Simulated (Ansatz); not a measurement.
# Cl2H4OSi2 + H2O: a complex and its separated parts, part 1 of 2

Aim: how far the complex at one end of a reaction step lies below its separated, relaxed parts, level by level.

The runs use Ansatz 0.2.0, Gaussian basis; PBE0-D4/def2-TZVP structures, single points in def2-TZVPP, no counterpoise correction.

Levels: SPW92, PBE-D4, BLYP-D4, r2SCAN-D4, B97M-V, PBE0-D4, B3LYP-D4, r2SCAN0-D4, BHLYP-D4, CAM-B3LYP-D4, wB97X-V, wB97M-V, B2PLYP, PBE-QIDH, RPA on PBE, Hartree-Fock, MP2, CCSD, CCSD(T).

Cores are frozen in the correlated methods. B3LYP uses VWN-RPA correlation. B2PLYP carries no dispersion term here.

95 further runs of the same task are left out: 1 that didn't finish, 94 set aside as unsound or not needed. Runs told in other sessions of the task aren't counted.

## (1) Starting geometry

The complex: 12 atoms, charge 0, spin multiplicity 1.

Atoms are counted from 1 here; the program's logs count them from 0.

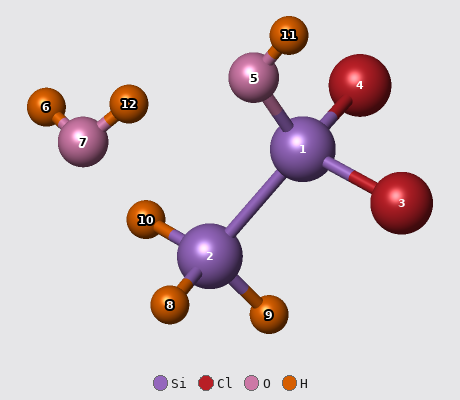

As it starts; silicon purple, chlorine red, oxygen pink, hydrogen orange; atoms are numbered from 1 in the order of the file.

Geometry (Å):

```tsv
atom	x (Å)	y (Å)	z (Å)
Si1	-0.9934	-0.3161	-0.7484
Si2	0.3454	-1.2993	0.8889
Cl3	-1.0447	-1.4871	-2.4371
Cl4	-2.9343	-0.1697	-0.0849
O5	-0.4770	1.1828	-1.1831
H6	1.5256	2.0308	1.3329
O7	1.6978	1.4274	0.6069
H8	1.7397	-1.4530	0.4199
H9	-0.2698	-2.6461	1.0559
H10	0.2347	-0.5669	2.1713
H11	-0.9161	1.6071	-1.9249
H12	1.0921	1.6902	-0.0974
```

Its parts: Cl2H4OSi2 holds atoms 1, 2, 3, 4, 5, 8, 9, 10, 11; H2O holds atoms 6, 7, 12. Each part counts its atoms afresh in its own runs.

## (2) Relaxing Cl2H4OSi2 alone

Contents of relax-a/in.yaml:

```yaml
crystal:
  periodic: [false, false, false]
  atoms:
    - {symbol: Si, position_ang: [-0.993392, -0.316148, -0.748436]}
    - {symbol: Si, position_ang: [0.345429, -1.299341, 0.888923]}
    - {symbol: Cl, position_ang: [-1.044680, -1.487115, -2.437142]}
    - {symbol: Cl, position_ang: [-2.934345, -0.169672, -0.084934]}
    - {symbol: O, position_ang: [-0.477027, 1.182803, -1.183052]}
    - {symbol: H, position_ang: [1.739692, -1.452971, 0.419857]}
    - {symbol: H, position_ang: [-0.269775, -2.646102, 1.055921]}
    - {symbol: H, position_ang: [0.234733, -0.566900, 2.171277]}
    - {symbol: H, position_ang: [-0.916050, 1.607093, -1.924864]}
basis:
  gaussian: {orbitals: def2-TZVP}
hamiltonian: {xc: pbe0, dispersion: d4}
relax: {f_tol: 0.005, max_steps: 200}
```

On the command line:

```bash
> ansatz run in.yaml --threads 4 --pin off --events-out ev --progress --plain --max-ram 66560MiB --backend cuda --devices 0, --max-vram 37GiB
```

What it wrote (excerpt; [...] marks lines left out):

```text
Functional definition: PBE0
  name "PBE0"
  cite "Adamo & Barone, J. Chem. Phys. 110, 6158 (1999) doi:10.1063/1.478522"
  cite "Perdew, Burke & Ernzerhof, Phys. Rev. Lett. 77, 3865 (1996) doi:10.1103/PhysRevLett.77.3865"
  parent pbe
[...]
1399 factors; their error is unknown
[...]
mean field -42902.16007671 eV, -1576.6253026905 hartree, gradient 2.4e-5 eV, S^2 0.000000; 0 other end points of the search recorded, 0 dependent functions left out
[...]
reference -42902.16011108 eV, -1576.6253039538 hartree; 37, 37 occupied and 166, 166 virtual orbitals, 1399 factors
[...]
Atom 1 at     0.307441    -1.317783     0.866421 Å, force     0.001647    -0.001160     0.000861 eV/Å
Atom 2 at    -1.050895    -1.510953    -2.472908 Å, force     0.000922    -0.000655    -0.000403 eV/Å
Atom 3 at    -2.970745    -0.197189    -0.148542 Å, force    -0.000908     0.000230     0.000882 eV/Å
Atom 4 at    -0.434272     1.132698    -1.131298 Å, force     0.000832    -0.000490     0.001879 eV/Å
Atom 5 at     1.700343    -1.439595     0.366657 Å, force    -0.000044    -0.000005    -0.000430 eV/Å
Atom 6 at    -0.243426    -2.663448     1.165342 Å, force    -0.000583    -0.000071    -0.000316 eV/Å
Atom 7 at     0.274376    -0.473659     2.087539 Å, force    -0.000519     0.000773    -0.000572 eV/Å
Atom 8 at    -0.877748     1.666194    -1.794945 Å, force    -0.000561     0.000559    -0.001391 eV/Å
Dipole moment:     0.100173     0.160692    -0.006752 e Å
```

Run time: 14 s. Hardware: 1 × a share of an NVIDIA H100 with 4 threads of AMD EPYC 7R13, shared host; peak host memory 0.88 GiB.

Along the way:

```tsv
step	energy from step 1 (eV)	largest force component (eV/Å)
1	0.0000	0.6185
2	-0.0177	0.3254
3	-0.0223	0.2761
4	-0.0252	0.1093
5	-0.0264	0.1657
6	-0.0272	0.0219
7	-0.0273	0.0049
8	-0.0274	0.0077
9	-0.0274	0.0084
10	-0.0274	0.0014
11	-0.0274	0.0019
```

Close pairs (by a distance rule), those that changed most:

```tsv
bond	before (Å)	after (Å)	change (Å)
Si1–O5	1.644	1.628	-0.016
Si2–H6	1.479	1.485	+0.006
Si2–H7	1.490	1.484	-0.006
Si2–H8	1.481	1.485	+0.004
Si1–Si2	2.332	2.329	-0.004
Si1–Cl4	2.056	2.055	-0.001
O5–H9	0.961	0.960	-0.001
Si1–Cl3	2.056	2.055	-0.000
```

## (3) Relaxing H2O alone

Contents of relax-b/in.yaml:

```yaml
crystal:
  periodic: [false, false, false]
  atoms:
    - {symbol: H, position_ang: [1.525575, 2.030813, 1.332888]}
    - {symbol: O, position_ang: [1.697763, 1.427436, 0.606950]}
    - {symbol: H, position_ang: [1.092078, 1.690205, -0.097389]}
basis:
  gaussian: {orbitals: def2-TZVP}
hamiltonian: {xc: pbe0, dispersion: d4}
relax: {f_tol: 0.005, max_steps: 200}
```

On the command line:

```bash
> ansatz run in.yaml --threads 4 --pin off --events-out ev --progress --plain --max-ram 66560MiB --backend cpu
```

What it wrote (excerpt; [...] marks lines left out):

```text
[... 5 set-up lines as earlier in the session ...]
[...]
239 factors; their error is unknown
[...]
mean field -2078.33193485 eV, -76.3772898618 hartree, gradient 1.6e-5 eV, S^2 0.000000; 0 other end points of the search recorded, 0 dependent functions left out
[...]
reference -2078.33309077 eV, -76.3773323411 hartree; 5, 5 occupied and 38, 38 virtual orbitals, 239 factors
Total energy: -2078.33734663 eV, -76.3774887408 hartree
Atom 0 at     1.523601     2.030950     1.329333 Å, force     0.000188    -0.000253    -0.000082 eV/Å
Atom 1 at     1.697910     1.426163     0.605003 Å, force    -0.000304     0.000420     0.000151 eV/Å
Atom 2 at     1.093905     1.691341    -0.091887 Å, force     0.000116    -0.000166    -0.000069 eV/Å
Dipole moment:    -0.286983     0.320776     0.010117 e Å
```

Run time: 0.6 s. Hardware: 4 threads of AMD EPYC 7R13, shared host.

Step by step:

```tsv
step	energy from step 1 (eV)	largest force component (eV/Å)
1	0.0000	0.2600
2	-0.0011	0.0583
3	-0.0011	0.0106
4	-0.0011	0.0004
```

Close pairs (by a distance rule), those that changed most:

```tsv
bond	before (Å)	after (Å)	change (Å)
O2–H3	0.965	0.960	-0.006
H1–O2	0.960	0.960	+0.000
```

## (4) SPW92/def2-TZVPP

Contents of parta/in.yaml:

```yaml
crystal:
  periodic: [false, false, false]
  atoms:
    - {symbol: Si, position_ang: [-1.020489, -0.344617, -0.780716]}
    - {symbol: Si, position_ang: [0.307441, -1.317783, 0.866421]}
    - {symbol: Cl, position_ang: [-1.050895, -1.510953, -2.472908]}
    - {symbol: Cl, position_ang: [-2.970745, -0.197189, -0.148542]}
    - {symbol: O, position_ang: [-0.434272, 1.132698, -1.131298]}
    - {symbol: H, position_ang: [1.700343, -1.439595, 0.366657]}
    - {symbol: H, position_ang: [-0.243426, -2.663448, 1.165342]}
    - {symbol: H, position_ang: [0.274376, -0.473659, 2.087539]}
    - {symbol: H, position_ang: [-0.877748, 1.666194, -1.794945]}
basis:
  gaussian: {orbitals: def2-TZVPP}
hamiltonian: {xc: lda}
```

Contents of partb/in.yaml:

```yaml
crystal:
  periodic: [false, false, false]
  atoms:
    - {symbol: H, position_ang: [1.523601, 2.030950, 1.329333]}
    - {symbol: O, position_ang: [1.697910, 1.426163, 0.605003]}
    - {symbol: H, position_ang: [1.093905, 1.691341, -0.091887]}
basis:
  gaussian: {orbitals: def2-TZVPP}
hamiltonian: {xc: lda}
```

The same command starts each run, in its folder.

On the command line:

```bash
> ansatz run in.yaml --threads 4 --pin off --events-out ev --progress --plain --max-ram 66560MiB --backend cpu
```

Log of parta (excerpt; [...] marks lines left out):

```text
Functional definition: SPW92
  name "SPW92"
  cite "Dirac, Proc. Camb. Phil. Soc. 26, 376 (1930) doi:10.1017/S0305004100016108"
  cite "Slater, Phys. Rev. 81, 385 (1951) doi:10.1103/PhysRev.81.385"
  cite "Perdew & Wang, Phys. Rev. B 45, 13244 (1992) doi:10.1103/PhysRevB.45.13244"
[...]
1551 factors; their error is unknown
[...]
mean field -42760.14176970 eV, -1571.4062261714 hartree, gradient 3.6e-5 eV, S^2 0.000000; 0 other end points of the search recorded, 0 dependent functions left out
reference -42760.14181258 eV, -1571.4062277473 hartree; 37, 37 occupied and 218, 218 virtual orbitals, 1551 factors
Total energy: -42760.14181258 eV, -1571.4062277473 hartree
```

Output in partb (excerpt; [...] marks lines left out):

```text
[... 5 set-up lines as earlier in the session ...]
[...]
269 factors; their error is unknown
[...]
mean field -2065.39694821 eV, -75.9019378703 hartree, gradient 5.3e-5 eV, S^2 0.000000; 0 other end points of the search recorded, 0 dependent functions left out
reference -2065.39696704 eV, -75.9019385624 hartree; 5, 5 occupied and 54, 54 virtual orbitals, 269 factors
Total energy: -2065.39696704 eV, -75.9019385624 hartree
```

Wall times: 1.3 s (parta), 0.1 s (partb) on 4 threads of AMD EPYC 7R13, shared host.

## (5) PBE-D4/def2-TZVPP

Each input of step 4 (parta, partb) changes in the same lines:

```diff
-hamiltonian: {xc: lda}
+hamiltonian: {xc: pbe, dispersion: d4}
```

One command serves all of them, each in its own folder.

On the command line:

```bash
> ansatz run in.yaml --threads 4 --pin off --events-out ev --progress --plain --max-ram 66560MiB --backend cpu
```

parta printed (excerpt; [...] marks lines left out):

```text
Functional definition: PBE
  name "PBE"
[... 2 set-up lines as earlier in the session ...]
[...]
1551 factors; their error is unknown
[...]
mean field -42898.60202409 eV, -1576.4945466685 hartree, gradient 6.1e-5 eV, S^2 0.000000; 0 other end points of the search recorded, 0 dependent functions left out
reference -42898.60206981 eV, -1576.4945483488 hartree; 37, 37 occupied and 218, 218 virtual orbitals, 1551 factors
Total energy: -42898.89527860 eV, -1576.5053235731 hartree
```

Output in partb (excerpt; [...] marks lines left out):

```text
[... 4 set-up lines as earlier in the session ...]
[...]
269 factors; their error is unknown
[...]
mean field -2078.40757617 eV, -76.3800696290 hartree, gradient 4.4e-5 eV, S^2 0.000000; 0 other end points of the search recorded, 0 dependent functions left out
reference -2078.40759664 eV, -76.3800703813 hartree; 5, 5 occupied and 54, 54 virtual orbitals, 269 factors
Total energy: -2078.41291373 eV, -76.3802657808 hartree
```

Wall times: 1.8 s (parta), 0.15 s (partb) on 4 threads of AMD EPYC 7R13, shared host.

## (6) BLYP-D4/def2-TZVPP

Each input of step 5 (parta, partb) changes in the same lines:

```diff
-hamiltonian: {xc: pbe, dispersion: d4}
+hamiltonian: {xc: {name: BLYP}, dispersion: d4}
```

Each run has its own folder and the same command.

On the command line:

```bash
> ansatz run in.yaml --threads 4 --pin off --events-out ev --progress --plain --max-ram 66560MiB --backend cpu
```

parta printed (excerpt; [...] marks lines left out):

```text
Functional definition: BLYP
  name "BLYP"
  cite "Becke, Phys. Rev. A 38, 3098 (1988) doi:10.1103/PhysRevA.38.3098"
  cite "Lee, Yang & Parr, Phys. Rev. B 37, 785 (1988) doi:10.1103/PhysRevB.37.785"
[...]
1551 factors; their error is unknown
[...]
mean field -42918.38586375 eV, -1577.2215893661 hartree, gradient 3.8e-5 eV, S^2 0.000000; 0 other end points of the search recorded, 0 dependent functions left out
reference -42918.38627111 eV, -1577.2216043361 hartree; 37, 37 occupied and 218, 218 virtual orbitals, 1551 factors
Total energy: -42919.01231283 eV, -1577.2446109452 hartree
```

Output in partb (excerpt; [...] marks lines left out):

```text
[... 4 set-up lines as earlier in the session ...]
[...]
269 factors; their error is unknown
[...]
mean field -2080.27679073 eV, -76.4487619969 hartree, gradient 8.6e-5 eV, S^2 0.000000; 0 other end points of the search recorded, 0 dependent functions left out
reference -2080.27698027 eV, -76.4487689627 hartree; 5, 5 occupied and 54, 54 virtual orbitals, 269 factors
Total energy: -2080.28982278 eV, -76.4492409159 hartree
```

Wall times: 1.9 s (parta), 0.2 s (partb) on 4 threads of AMD EPYC 7R13, shared host.

## (7) r2SCAN-D4/def2-TZVPP

Each input of step 6 (parta, partb) changes in the same lines:

```diff
-hamiltonian: {xc: {name: BLYP}, dispersion: d4}
+hamiltonian: {xc: r2scan, dispersion: d4}
```

The same command starts each run, in its folder.

On the command line:

```bash
> ansatz run in.yaml --threads 4 --pin off --events-out ev --progress --plain --max-ram 66560MiB --backend cpu
```

Log of parta (excerpt; [...] marks lines left out):

```text
Functional definition: r2SCAN
  name "r2SCAN"
  cite "Furness, Kaplan, Ning, Perdew & Sun, J. Phys. Chem. Lett. 11, 8208 (2020) doi:10.1021/acs.jpclett.0c02405"
  cite "Furness, Kaplan, Ning, Perdew & Sun, J. Phys. Chem. Lett. 11, 9248 (2020) doi:10.1021/acs.jpclett.0c03077"
  parent r2scan
[...]
1551 factors; their error is unknown
[...]
mean field -42915.29873206 eV, -1577.1081393688 hartree, gradient 4.0e-5 eV, S^2 0.000000; 0 other end points of the search recorded, 0 dependent functions left out
reference -42915.29874473 eV, -1577.1081398347 hartree; 37, 37 occupied and 218, 218 virtual orbitals, 1551 factors
Total energy: -42915.36788324 eV, -1577.1106806280 hartree
```

partb printed (excerpt; [...] marks lines left out):

```text
[... 5 set-up lines as earlier in the session ...]
[...]
269 factors; their error is unknown
[...]
mean field -2079.58115018 eV, -76.4231976784 hartree, gradient 8.5e-5 eV, S^2 0.000000; 0 other end points of the search recorded, 0 dependent functions left out
reference -2079.58115538 eV, -76.4231978696 hartree; 5, 5 occupied and 54, 54 virtual orbitals, 269 factors
Total energy: -2079.58242792 eV, -76.4232446344 hartree
```

They took 3.6 s (parta), 0.3 s (partb) on 4 threads of AMD EPYC 7R13, shared host.

## (8) B97M-V/def2-TZVPP

Each input of step 7 (parta, partb) changes in the same lines:

```diff
-hamiltonian: {xc: r2scan, dispersion: d4}
+hamiltonian: {xc: {name: B97M-V}}
```

The same command starts each run, in its folder.

On the command line:

```bash
> ansatz run in.yaml --threads 4 --pin off --events-out ev --progress --plain --max-ram 66560MiB --backend cpu
```

Output in parta (excerpt; [...] marks lines left out):

```text
Functional definition: B97M-V
  name "B97M-V"
  cite "Mardirossian & Head-Gordon, J. Chem. Phys. 142, 074111 (2015) doi:10.1063/1.4907719"
  cite "Becke, J. Chem. Phys. 107, 8554 (1997) doi:10.1063/1.475007"
  cite "Vydrov & Van Voorhis, J. Chem. Phys. 133, 244103 (2010) doi:10.1063/1.3521275"
  # Of w^i u^j: cxij and so on, Table III.
[...]
  gx(w, u) = cx00 + cx01*u + cx02*u^2 + (cx10 + cx11*u)*w
[...]
  gos(w, u) = cos00 + cos01*u + cos03*u^3 + cos10*w + cos32*w^3*u^2
[...]
      + integral(e_c_pw_mod_opposite_spin*gos(b97_w_opposite, b97_u_opposite)) + vv10(b, c)
1551 factors; their error is unknown
[...]
mean field -42908.23865041 eV, -1576.8486861539 hartree, gradient 5.9e-5 eV, S^2 0.000000; 0 other end points of the search recorded, 0 dependent functions left out
reference -42908.23871467 eV, -1576.8486885154 hartree; 37, 37 occupied and 218, 218 virtual orbitals, 1551 factors
Total energy: -42908.23871467 eV, -1576.8486885154 hartree
```

Log of partb (excerpt; [...] marks lines left out):

```text
[... 5 set-up lines as earlier in the session ...]
  # Of w^i u^j: cxij and so on, Table III.
[...]
  gx(w, u) = cx00 + cx01*u + cx02*u^2 + (cx10 + cx11*u)*w
[...]
  gos(w, u) = cos00 + cos01*u + cos03*u^3 + cos10*w + cos32*w^3*u^2
[...]
      + integral(e_c_pw_mod_opposite_spin*gos(b97_w_opposite, b97_u_opposite)) + vv10(b, c)
269 factors; their error is unknown
[...]
mean field -2079.93551555 eV, -76.4362203656 hartree, gradient 2.9e-5 eV, S^2 0.000000; 0 other end points of the search recorded, 0 dependent functions left out
reference -2079.93554237 eV, -76.4362213510 hartree; 5, 5 occupied and 54, 54 virtual orbitals, 269 factors
Total energy: -2079.93554237 eV, -76.4362213510 hartree
```

Times: 6.5 s (parta), 0.35 s (partb) on 4 threads of AMD EPYC 7R13, shared host.

## (9) PBE0-D4/def2-TZVPP

The same edit goes into each in.yaml of step 8 (parta, partb):

```diff
-hamiltonian: {xc: {name: B97M-V}}
+hamiltonian: {xc: pbe0, dispersion: d4}
+output: {orbitals: {seedname: orbitals}}
```

Each run has its own folder and the same command.

On the command line:

```bash
> ansatz run in.yaml --threads 4 --pin off --events-out ev --progress --plain --max-ram 66560MiB --backend cpu
```

Log of parta (excerpt; [...] marks lines left out):

```text
[... 5 set-up lines as earlier in the session ...]
[...]
1619 factors; their error is unknown
[...]
mean field -42902.24822396 eV, -1576.6285420421 hartree, gradient 8.8e-5 eV, S^2 0.000000; 0 other end points of the search recorded, 0 dependent functions left out
reference -42902.24825807 eV, -1576.6285432956 hartree; 37, 37 occupied and 218, 218 virtual orbitals, 1619 factors
Total energy: -42902.50067040 eV, -1576.6378192777 hartree
```

partb printed (excerpt; [...] marks lines left out):

```text
[... 5 set-up lines as earlier in the session ...]
[...]
269 factors; their error is unknown
[...]
mean field -2078.42782113 eV, -76.3808136177 hartree, gradient 1.2e-5 eV, S^2 0.000000; 0 other end points of the search recorded, 0 dependent functions left out
reference -2078.42783564 eV, -76.3808141507 hartree; 5, 5 occupied and 54, 54 virtual orbitals, 269 factors
Total energy: -2078.43209149 eV, -76.3809705504 hartree
```

Times: 3.7 s (parta), 0.15 s (partb) on 4 threads of AMD EPYC 7R13, shared host; peak memory 0.85 GiB.

## (10) B3LYP-D4/def2-TZVPP

The same edit goes into each in.yaml of step 9 (parta, partb):

```diff
-hamiltonian: {xc: pbe0, dispersion: d4}
-output: {orbitals: {seedname: orbitals}}
+hamiltonian: {xc: {name: B3LYP}, dispersion: d4}
```

One command serves all of them, each in its own folder.

On the command line:

```bash
> ansatz run in.yaml --threads 4 --pin off --events-out ev --progress --plain --max-ram 66560MiB --backend cpu
```

Log of parta (excerpt; [...] marks lines left out):

```text
Functional definition: B3LYP
  name "B3LYP"
  cite "Stephens, Devlin, Chabalowski & Frisch, J. Phys. Chem. 98, 11623 (1994) doi:10.1021/j100096a001"
[... 2 set-up lines as earlier in the session ...]
  cite "Vosko, Wilk & Nusair, Can. J. Phys. 58, 1200 (1980) doi:10.1139/p80-159"
[...]
1595 factors; their error is unknown
[...]
mean field -42921.21688823 eV, -1577.3256275967 hartree, gradient 2.2e-5 eV, S^2 0.000000; 0 other end points of the search recorded, 0 dependent functions left out
reference -42921.21719171 eV, -1577.3256387494 hartree; 37, 37 occupied and 218, 218 virtual orbitals, 1595 factors
Total energy: -42921.69707382 eV, -1577.3432740916 hartree
```

Log of partb (excerpt; [...] marks lines left out):

```text
[... 6 set-up lines as earlier in the session ...]
[...]
269 factors; their error is unknown
[...]
mean field -2080.76396057 eV, -76.4666651584 hartree, gradient 1.1e-5 eV, S^2 0.000000; 0 other end points of the search recorded, 0 dependent functions left out
reference -2080.76409893 eV, -76.4666702431 hartree; 5, 5 occupied and 54, 54 virtual orbitals, 269 factors
Total energy: -2080.77252504 eV, -76.4669798970 hartree
```

They took 3.4 s (parta), 0.15 s (partb) on 4 threads of AMD EPYC 7R13, shared host.

## (11) r2SCAN0-D4/def2-TZVPP

Each input of step 10 (parta, partb) changes in the same lines:

```diff
-hamiltonian: {xc: {name: B3LYP}, dispersion: d4}
+hamiltonian: {xc: {name: r2SCAN0}, dispersion: d4}
```

The same command starts each run, in its folder.

On the command line:

```bash
> ansatz run in.yaml --threads 4 --pin off --events-out ev --progress --plain --max-ram 66560MiB --backend cpu
```

Output in parta (excerpt; [...] marks lines left out):

```text
Functional definition: r2SCAN0
  name "r2SCAN0"
  cite "Bursch, Neugebauer, Ehlert & Grimme, J. Chem. Phys. 156, 134105 (2022) doi:10.1063/5.0086040"
[... 3 set-up lines as earlier in the session ...]
[...]
1619 factors; their error is unknown
[...]
mean field -42914.63088189 eV, -1577.0835963278 hartree, gradient 7.5e-5 eV, S^2 0.000000; 0 other end points of the search recorded, 0 dependent functions left out
reference -42914.63089198 eV, -1577.0835966988 hartree; 37, 37 occupied and 218, 218 virtual orbitals, 1619 factors
Total energy: -42914.71536697 eV, -1577.0867010971 hartree
```

Output in partb (excerpt; [...] marks lines left out):

```text
[... 6 set-up lines as earlier in the session ...]
[...]
269 factors; their error is unknown
[...]
mean field -2079.27470471 eV, -76.4119360150 hartree, gradient 2.0e-5 eV, S^2 0.000000; 0 other end points of the search recorded, 0 dependent functions left out
reference -2079.27470881 eV, -76.4119361657 hartree; 5, 5 occupied and 54, 54 virtual orbitals, 269 factors
Total energy: -2079.27611297 eV, -76.4119877677 hartree
```

They took 4.7 s (parta), 0.3 s (partb) on 4 threads of AMD EPYC 7R13, shared host.

## (12) BHLYP-D4/def2-TZVPP

Each input of step 11 (parta, partb) changes in the same lines:

```diff
-hamiltonian: {xc: {name: r2SCAN0}, dispersion: d4}
+hamiltonian: {xc: {name: BHLYP}, dispersion: d4}
```

One command serves all of them, each in its own folder.

On the command line:

```bash
> ansatz run in.yaml --threads 4 --pin off --events-out ev --progress --plain --max-ram 66560MiB --backend cpu
```

parta printed (excerpt; [...] marks lines left out):

```text
Functional definition: BHLYP
  name "BHLYP"
  cite "Becke, J. Chem. Phys. 98, 1372 (1993) doi:10.1063/1.464304"
[... 2 set-up lines as earlier in the session ...]
[...]
1721 factors; their error is unknown
[...]
mean field -42918.34433754 eV, -1577.2200633058 hartree, gradient 6.8e-5 eV, S^2 0.000000; 0 other end points of the search recorded, 0 dependent functions left out
reference -42918.34454304 eV, -1577.2200708580 hartree; 37, 37 occupied and 218, 218 virtual orbitals, 1721 factors
Total energy: -42918.75601301 eV, -1577.2351921006 hartree
```

partb printed (excerpt; [...] marks lines left out):

```text
[... 5 set-up lines as earlier in the session ...]
[...]
295 factors; their error is unknown
[...]
mean field -2079.57890232 eV, -76.4231150712 hartree, gradient 2.0e-5 eV, S^2 0.000000; 0 other end points of the search recorded, 0 dependent functions left out
reference -2079.57899312 eV, -76.4231184078 hartree; 5, 5 occupied and 54, 54 virtual orbitals, 295 factors
Total energy: -2079.58394496 eV, -76.4233003848 hartree
```

Times: 2.8 s (parta), 0.2 s (partb) on 4 threads of AMD EPYC 7R13, shared host.

(Continued in part 2 of 2.)
